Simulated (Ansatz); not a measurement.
**GeClO (quartet): the correlation ladder, cc-pVDZ**

How much of the correlation energy of GeClO (quartet) does each wave-function method recover here?

Method: cc-pVDZ, core rule «outside noble gas», up to 20 orbitals frozen; program: Ansatz 0.2.0, Gaussian basis.

To be run: UHF; CCSD(T) on ROHF; CCSD(T) on UHF; BCCD(T) on ROHF; CISD as a restricted active space (open shells left free, so some higher excitations enter); CCSDT(Q) on ROHF; CCSDT(Q) on UHF.

19 further runs of the same task are left out: 3 for a known fault of the program, 8 that didn't finish, 8 set aside as unsound or not needed. Runs told in other sessions of the task aren't counted.

**1. The system**

The geometry is a PBE0/def2-TZVP stationary point (not a proven minimum) of the parent state, kept for this charge and spin. No spin-orbit coupling is included. The filled d shell of Ge may be among the frozen orbitals whatever the setting's name suggests.

3 atoms, charge 0, spin multiplicity 4.

Atoms are counted from 1 here; the program's logs count them from 0.

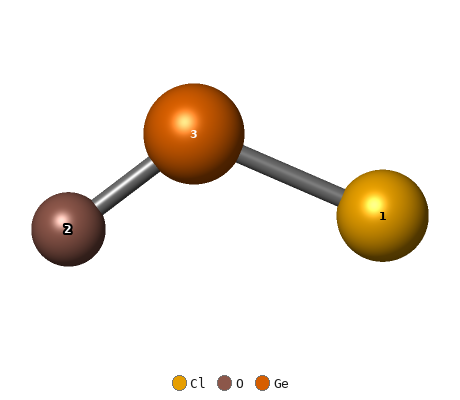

The structure; chlorine amber, oxygen brown, germanium orange; atoms are numbered from 1 in the order of the file.

In the tables R marks a restricted open-shell determinant and U an unrestricted one; energies count from the table's Hartree-Fock row.

**2. UHF**

in.yaml

```yaml
crystal:
  periodic: [false, false, false]
  atoms:
    - {symbol: Cl, position_ang: [0.000000, 0.243476, 1.644766]}
    - {symbol: O, position_ang: [0.000000, 0.878551, -1.605214]}
    - {symbol: Ge, position_ang: [0.000000, -0.312338, -0.449193]}
basis:
  gaussian: {orbitals: cc-pVDZ}
magnetization: {spin_polarized: true, initial_magnetization: 3}
hamiltonian: {xc: hf}
output: {orbitals: {seedname: orbitals}}
```

Command:

```bash
$ ansatz run in.yaml --threads 1 --pin off --events-out ev --progress --plain --max-ram 2393MiB
```

Log:

```text
Functional definition: HF
  name "HF"
  cite "Fock, Z. Phys. 61, 126 (1930) doi:10.1007/BF01340294"
  parent pbe
  exchange = exact_x
  correlation = 0
654 factors; integrals over basis functions are off by at most 6.0e-4 eV
mean field evaluation 1: about -71004.7025 eV, gradient 2.6e1 eV
mean field evaluation 2: about -71004.7148 eV, gradient 2.6e1 eV
mean field evaluation 4: about -71009.7716 eV, gradient 7.5e0 eV
mean field evaluation 8: about -71011.2017 eV, gradient 5.1e-1 eV
mean field evaluation 16: about -71011.2273 eV, gradient 7.6e-1 eV
mean field evaluation 32: about -71011.3299 eV, gradient 2.9e-5 eV
mean field evaluation 64: about -71011.1974 eV, gradient 4.9e-1 eV
mean field evaluation 96: about -71009.8245 eV, gradient 2.3e0 eV
mean field evaluation 128: about -71011.2186 eV, gradient 1.3e-2 eV
mean field -71011.32994180 eV, -2609.6182421528 hartree, gradient 3.5e-6 eV, S^2 3.764514; 3 other end points of the search recorded, 0 dependent functions left out
reference -71011.32994180 eV, -2609.6182421528 hartree; 30, 27 occupied and 29, 32 virtual orbitals, 654 factors
Total energy: -71011.32994180 eV, -2609.6182421528 hartree
```

It took 4.5 s on 1 thread of Arm Neoverse V1, shared host.

From the report: ⟨S²⟩ of the determinant 3.765 (pure quartet: 3.75).

**3. CCSD(T) on ROHF**

in.yaml: that of step 2 with these lines changed.

```diff
@@ -8,4 +8,4 @@
   gaussian: {orbitals: cc-pVDZ}
-magnetization: {spin_polarized: true, initial_magnetization: 3}
-hamiltonian: {xc: hf}
-output: {orbitals: {seedname: orbitals}}
+magnetization: {spin_polarized: false, initial_magnetization: 3}
+correlation: {method: ccsd_t, electrons: outside_noble_gas}
+output: {forces: true}
```

Launched as before.

Log, cut to the lines that bear on the results:

```text
Functional definition: HF
  name "HF"
  cite "Fock, Z. Phys. 61, 126 (1930) doi:10.1007/BF01340294"
  parent pbe
[...]
654 factors; integrals over basis functions are off by at most 6.0e-4 eV
[...]
mean field -71011.13539115 eV, -2609.6110925483 hartree, gradient 1.2e-6 eV, S^2 3.750000; 14 other end points of the search recorded, 0 dependent functions left out
[...]
determinant -71011.13539115 eV, -2609.6110925483 hartree, with singles and doubles -71020.87717873 eV, -2609.9690966387 hartree
determinant -71011.02871989 eV, -2609.6071724521 hartree, with singles and doubles -71020.76020858 eV, -2609.9647980649 hartree
determinant -71008.86830927 eV, -2609.5277788262 hartree, with singles and doubles -71018.79286309 eV, -2609.8924994517 hartree
determinant -71007.79152160 eV, -2609.4882076092 hartree, with singles and doubles -71017.95565992 eV, -2609.8617328026 hartree
[...]
20 core orbitals not correlated: weight in the atoms' cores, before any rotation towards them, 0.976 or more for the frozen orbitals, at most 0.023 for the correlated occupied ones
reference -71011.13539115 eV, -2609.6110925483 hartree; 10, 7 occupied and 29, 32 virtual orbitals, 654 factors
second order -8.81389291 eV of doubles, -0.11578744 eV of singles
cycle   1  -9.74591396 eV  change   -8.7e-7 eV  update   2.9e-6
[...]
cycle   8  -9.74591393 eV  change   -2.8e-8 eV  update   3.6e-8
perturbative correction -0.22660374 eV, -0.0083275338 hartree
[...]
Total energy: -71021.10790882 eV, -2609.9775758130 hartree
Atom 0 at     0.000000     0.243476     1.644766 Å, force     0.000000     0.129272     0.429080 eV/Å
Atom 1 at     0.000000     0.878551    -1.605214 Å, force     0.000000     5.190514    -5.011502 eV/Å
Atom 2 at     0.000000    -0.312338    -0.449193 Å, force    -0.000000    -5.319786     4.582422 eV/Å
Dipole moment:     0.000000    -0.189439    -0.164309 e Å
```

Run time: 37 s. Hardware: 1 thread of Arm Neoverse V1, shared host.

From the report: correlation -9.9725 eV; T1 0.025; largest double amplitude 0.03.

**4. CCSD(T) on UHF**

in.yaml: that of step 3 with these lines changed.

```diff
@@ -8,3 +8,3 @@
   gaussian: {orbitals: cc-pVDZ}
-magnetization: {spin_polarized: false, initial_magnetization: 3}
+magnetization: {spin_polarized: true, initial_magnetization: 3}
 correlation: {method: ccsd_t, electrons: outside_noble_gas}
```

The command is unchanged.

Log, cut to the lines that bear on the results:

```text
Functional definition: HF
  name "HF"
  cite "Fock, Z. Phys. 61, 126 (1930) doi:10.1007/BF01340294"
  parent pbe
[...]
654 factors; integrals over basis functions are off by at most 6.0e-4 eV
[...]
mean field -71011.32994180 eV, -2609.6182421528 hartree, gradient 2.0e-6 eV, S^2 3.764514; 11 other end points of the search recorded, 0 dependent functions left out
determinant -71011.32994180 eV, -2609.6182421528 hartree, with singles and doubles -71020.89198437 eV, -2609.9696407359 hartree
determinant -71011.21859545 eV, -2609.6141502499 hartree, with singles and doubles -71020.77531311 eV, -2609.9653531463 hartree
determinant -71008.13667296 eV, -2609.5008916875 hartree, with singles and doubles -71018.14705611 eV, -2609.8687664832 hartree
determinant -71008.04146742 eV, -2609.4973929486 hartree, with singles and doubles -71017.97203524 eV, -2609.8623345847 hartree
[...]
20 core orbitals not correlated: weight in the atoms' cores, before any rotation towards them, 0.973 or more for the frozen orbitals, at most 0.026 for the correlated occupied ones
reference -71011.32994180 eV, -2609.6182421528 hartree; 10, 7 occupied and 29, 32 virtual orbitals, 654 factors
second order -8.74487762 eV of doubles, -0.00000000 eV of singles
cycle   1  -9.56579878 eV  change   -1.1e-6 eV  update   2.7e-6
[...]
cycle   8  -9.56579987 eV  change   -3.7e-8 eV  update   3.6e-8
perturbative correction -0.22210294 eV, -0.0081621326 hartree
[...]
Total energy: -71021.11784461 eV, -2609.9779409468 hartree
Atom 0 at     0.000000     0.243476     1.644766 Å, force    -0.000000     0.129586     0.426773 eV/Å
Atom 1 at     0.000000     0.878551    -1.605214 Å, force    -0.000000     5.192022    -5.011335 eV/Å
Atom 2 at     0.000000    -0.312338    -0.449193 Å, force     0.000000    -5.321608     4.584562 eV/Å
Dipole moment:     0.000000    -0.190638    -0.165189 e Å
```

Wall time 26 s (1 thread of Arm Neoverse V1, shared host).

From the report: ⟨S²⟩ of the determinant 3.765 (pure quartet: 3.75); correlation -9.7879 eV; T1 0.019; largest double amplitude 0.03.

**5. BCCD(T) on ROHF**

in.yaml: that of step 4 with these lines changed.

```diff
@@ -8,4 +8,3 @@
   gaussian: {orbitals: cc-pVDZ}
-magnetization: {spin_polarized: true, initial_magnetization: 3}
-correlation: {method: ccsd_t, electrons: outside_noble_gas}
-output: {forces: true}
+magnetization: {spin_polarized: false, initial_magnetization: 3}
+correlation: {method: bccd_t, electrons: outside_noble_gas}
```

The command is unchanged.

Log, cut to the lines that bear on the results:

```text
Functional definition: HF
  name "HF"
  cite "Fock, Z. Phys. 61, 126 (1930) doi:10.1007/BF01340294"
  parent pbe
[...]
654 factors; integrals over basis functions are off by at most 6.0e-4 eV
[...]
mean field -71011.13539115 eV, -2609.6110925483 hartree, gradient 1.2e-6 eV, S^2 3.750000; 14 other end points of the search recorded, 0 dependent functions left out
[...]
determinant -71011.13539115 eV, -2609.6110925483 hartree, with singles and doubles -71020.87717873 eV, -2609.9690966387 hartree
determinant -71011.02871989 eV, -2609.6071724521 hartree, with singles and doubles -71020.76020858 eV, -2609.9647980649 hartree
determinant -71008.86830927 eV, -2609.5277788262 hartree, with singles and doubles -71018.79286309 eV, -2609.8924994517 hartree
determinant -71007.79152160 eV, -2609.4882076092 hartree, with singles and doubles -71017.95565992 eV, -2609.8617328026 hartree
determinant -71007.66740800 eV, -2609.4836465183 hartree, with singles and doubles -71018.09814455 eV, -2609.8669690164 hartree
determinant -71011.13539115 eV, -2609.6110925483 hartree, with singles and doubles -71020.88130423 eV, -2609.9692482481 hartree
determinant -71011.02871989 eV, -2609.6071724521 hartree, with singles and doubles -71020.76607574 eV, -2609.9650136791 hartree
20 core orbitals not correlated: weight in the atoms' cores, before any rotation towards them, 0.976 or more for the frozen orbitals, at most 0.023 for the correlated occupied ones
reference -71011.13539115 eV, -2609.6110925483 hartree; 10, 7 occupied and 29, 32 virtual orbitals, 654 factors
second order -8.81389291 eV of doubles, -0.11578744 eV of singles
cycle   1  -9.72929128 eV  change    1.7e-2 eV  update   1.2e-2
[...]
cycle   9  -9.72857019 eV  change    1.2e-5 eV  update   2.0e-5
perturbative correction -0.24537215 eV, -0.0090172602 hartree
Total energy: -71021.10933349 eV, -2609.9776281689 hartree
```

Wall time 30 s (1 thread of Arm Neoverse V1, shared host).

From the report: correlation -9.9739 eV; largest double amplitude 0.03.

**6. CISD as a restricted active space (open shells left free, so some higher excitations enter)**

in.yaml: that of step 5 with these lines changed.

```diff
@@ -9,2 +9,2 @@
 magnetization: {spin_polarized: false, initial_magnetization: 3}
-correlation: {method: bccd_t, electrons: outside_noble_gas}
+correlation: {active_space: {ras: {orbitals: [7, 3, 29], electrons: 17, max_holes: 2, max_particles: 2}, fixed_orbitals: true}}
```

Launched as before.

Log, cut to the lines that bear on the results:

```text
Functional definition: HF
  name "HF"
  cite "Fock, Z. Phys. 61, 126 (1930) doi:10.1007/BF01340294"
  parent pbe
[...]
654 factors; integrals over basis functions are off by at most 6.0e-4 eV
[...]
mean field -71011.13539115 eV, -2609.6110925483 hartree, gradient 1.2e-6 eV, S^2 3.750000; 13 other end points of the search recorded, 0 dependent functions left out
reference -71011.13539115 eV, -2609.6110925483 hartree; 30, 27 occupied and 29, 32 virtual orbitals, 654 factors
state -71019.95210517 eV, -2609.9351008123 hartree
Total energy: -71019.95210517 eV, -2609.9351008123 hartree
```

It took 29 s on 1 thread of Arm Neoverse V1, shared host.

From the report: 272,835 determinants.

**7. CCSDT(Q) on ROHF**

in.yaml: that of step 6 with these lines changed.

```diff
@@ -9,2 +9,2 @@
 magnetization: {spin_polarized: false, initial_magnetization: 3}
-correlation: {active_space: {ras: {orbitals: [7, 3, 29], electrons: 17, max_holes: 2, max_particles: 2}, fixed_orbitals: true}}
+correlation: {method: ccsdt_q, electrons: outside_noble_gas}
```

The command is unchanged.

Log, cut to the lines that bear on the results:

```text
Functional definition: HF
  name "HF"
  cite "Fock, Z. Phys. 61, 126 (1930) doi:10.1007/BF01340294"
  parent pbe
[...]
1130 factors; integrals over basis functions are off by at most 1.4e-7 eV
[...]
mean field -71011.13572249 eV, -2609.6111047249 hartree, gradient 1.2e-6 eV, S^2 3.750000; 12 other end points of the search recorded, 0 dependent functions left out
[...]
determinant -71011.13572249 eV, -2609.6111047249 hartree, with singles and doubles -71020.87752879 eV, -2609.9691095033 hartree
determinant -71011.02904608 eV, -2609.6071844393 hartree, with singles and doubles -71020.76055358 eV, -2609.9648107434 hartree
determinant -71008.86865711 eV, -2609.5277916089 hartree, with singles and doubles -71018.79322743 eV, -2609.8925128409 hartree
determinant -71007.79185445 eV, -2609.4882198410 hartree, with singles and doubles -71017.95601750 eV, -2609.8617459436 hartree
determinant -71007.66774922 eV, -2609.4836590579 hartree, with singles and doubles -71018.09851749 eV, -2609.8669827215 hartree
determinant -71011.13572249 eV, -2609.6111047249 hartree, with singles and doubles -71020.88165437 eV, -2609.9692611157 hartree
determinant -71011.02904608 eV, -2609.6071844393 hartree, with singles and doubles -71020.76642062 eV, -2609.9650263533 hartree
20 core orbitals not correlated: weight in the atoms' cores, before any rotation towards them, 0.976 or more for the frozen orbitals, at most 0.023 for the correlated occupied ones
reference -71011.13572249 eV, -2609.6111047249 hartree; 10, 7 occupied and 29, 32 virtual orbitals, 1130 factors
second order -8.81391743 eV of doubles, -0.11578701 eV of singles
cycle   1  -9.43521032 eV  change   -5.0e-1 eV  update   8.7e-2
[...]
cycle  25  -10.00664154 eV  change   -6.7e-7 eV  update   1.4e-6
perturbative correction -0.02260380 eV, -0.0008306744 hartree
Total energy: -71021.16496783 eV, -2609.9796726932 hartree
```

It took 1.9 min on 1 thread of Arm Neoverse V1, shared host; peak memory 1.1 GiB.

From the report: correlation -10.0292 eV; T1 0.027; largest double amplitude 0.04.

**8. CCSDT(Q) on UHF**

in.yaml: that of step 7 with these lines changed.

```diff
@@ -8,3 +8,3 @@
   gaussian: {orbitals: cc-pVDZ}
-magnetization: {spin_polarized: false, initial_magnetization: 3}
+magnetization: {spin_polarized: true, initial_magnetization: 3}
 correlation: {method: ccsdt_q, electrons: outside_noble_gas}
```

The command is unchanged.

Log, cut to the lines that bear on the results:

```text
Functional definition: HF
  name "HF"
  cite "Fock, Z. Phys. 61, 126 (1930) doi:10.1007/BF01340294"
  parent pbe
[...]
1130 factors; integrals over basis functions are off by at most 1.4e-7 eV
[...]
mean field -71011.33027292 eV, -2609.6182543215 hartree, gradient 2.0e-6 eV, S^2 3.764514; 11 other end points of the search recorded, 0 dependent functions left out
determinant -71011.33027292 eV, -2609.6182543215 hartree, with singles and doubles -71020.89233479 eV, -2609.9696536137 hartree
determinant -71011.21892136 eV, -2609.6141622270 hartree, with singles and doubles -71020.77565808 eV, -2609.9653658237 hartree
determinant -71008.13701873 eV, -2609.5009043942 hartree, with singles and doubles -71018.14743409 eV, -2609.8687803735 hartree
determinant -71008.04180031 eV, -2609.4974051819 hartree, with singles and doubles -71017.97239277 eV, -2609.8623477235 hartree
determinant -71007.92217000 eV, -2609.4930088493 hartree, with singles and doubles -71017.37975699 eV, -2609.8405687603 hartree
determinant -71011.33027292 eV, -2609.6182543215 hartree, with singles and doubles -71020.89608989 eV, -2609.9697916110 hartree
determinant -71011.21892136 eV, -2609.6141622270 hartree, with singles and doubles -71020.78084151 eV, -2609.9655563111 hartree
20 core orbitals not correlated: weight in the atoms' cores, before any rotation towards them, 0.973 or more for the frozen orbitals, at most 0.026 for the correlated occupied ones
reference -71011.33027292 eV, -2609.6182543215 hartree; 10, 7 occupied and 29, 32 virtual orbitals, 1130 factors
second order -8.74490181 eV of doubles, -0.00000000 eV of singles
cycle   1  -9.26515240 eV  change   -5.2e-1 eV  update   8.5e-2
[...]
cycle  25  -9.82248266 eV  change   -3.8e-7 eV  update   1.3e-6
perturbative correction -0.02510573 eV, -0.0009226187 hartree
Total energy: -71021.17786132 eV, -2609.9801465201 hartree
```

Wall time 89 s (1 thread of Arm Neoverse V1, shared host); peak memory 0.83 GiB.

From the report: ⟨S²⟩ of the determinant 3.765 (pure quartet: 3.75); correlation -9.8476 eV; T1 0.022; largest double amplitude 0.04.

**9. Misses and costs**

The yardstick is UCCSDT(Q), where the cluster series has nearly closed. Rows without a time are mean-field rows or come out of runs for another level: lower rungs of the coupled-cluster runs, or the Hartree-Fock search. The times of RCCSD(T), UCCSD(T) include forces.

Differences are taken before rounding.

```
   method  energy from the lowest ROHF (kJ/mol)  from UCCSDT(Q) (kJ/mol)     time
      ROHF                                  0.0                   +969.0         
      UHF                                -18.8                   +950.2         
     RMP2                               -861.6                   +107.4         
     UMP2                               -862.5                   +106.4         
    RCCSD                               -940.3                    +28.6         
    UCCSD                               -941.7                    +27.2         
 RCCSD(T)                               -962.2                     +6.7     37 s
 UCCSD(T)                               -963.2                     +5.8     26 s
  BCCD(T)                               -962.3                     +6.6     30 s
   RCCSDT                               -965.5                     +3.4         
   UCCSDT                               -966.5                     +2.4         
RCCSDT(Q)                               -967.7                     +1.2  1.9 min
UCCSDT(Q)                               -969.0                        0     89 s
```

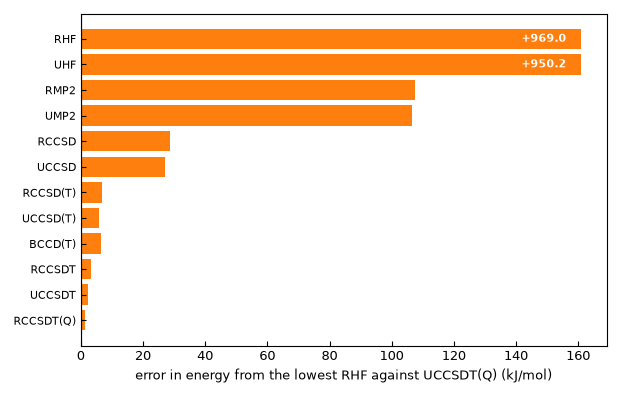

How far each level lands from UCCSDT(Q). Bars with a number in them are cut short.

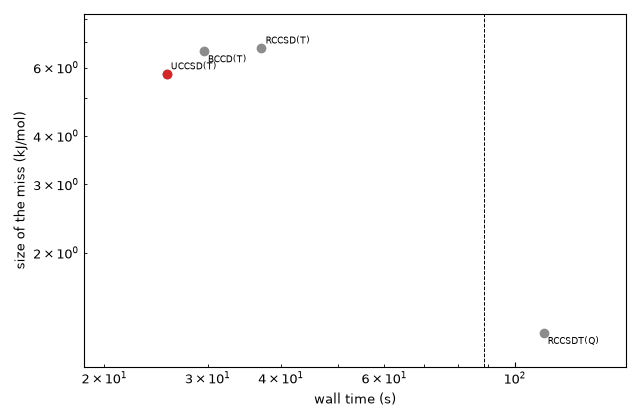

Miss against cost. Red marks the levels that no quicker level drawn beats (of those quicker than the yardstick), and the dashed line is the time of UCCSDT(Q). Times are from a shared host.

Not comparable, so not listed: CISD as a restricted active space (open shells left free, so some higher excitations enter) (they don't share determinant, frozen orbitals or solution with the rows shown, or repeat one).

**10. Results**

```
                         quantity                      value
    UCCSDT(Q) from the ROHF energy                -10.0425 eV
              RMP2 from UCCSDT(Q)              +107.4 kJ/mol
              UMP2 from UCCSDT(Q)              +106.4 kJ/mol
             RCCSD from UCCSDT(Q)               +28.6 kJ/mol
          RCCSD(T) from UCCSDT(Q)                +6.7 kJ/mol
          UCCSD(T) from UCCSDT(Q)                +5.8 kJ/mol
         RCCSDT(Q) from UCCSDT(Q)                +1.2 kJ/mol
levels within 1 kcal/mol (43 meV)  RCCSDT, UCCSDT, RCCSDT(Q)
                    T1 diagnostic                      0.025
```

What this shows: RCCSD(T) lands +6.7 kJ/mol from the yardstick (0.7 % of the correlation energy). These misses are within one basis, not against nature; the frozen cores of restricted and unrestricted runs differ, which can shift their rows.

UCCSD(T) reaches 5.8 kJ/mol from the reference in 26 s, where UCCSDT(Q) took 89 s.
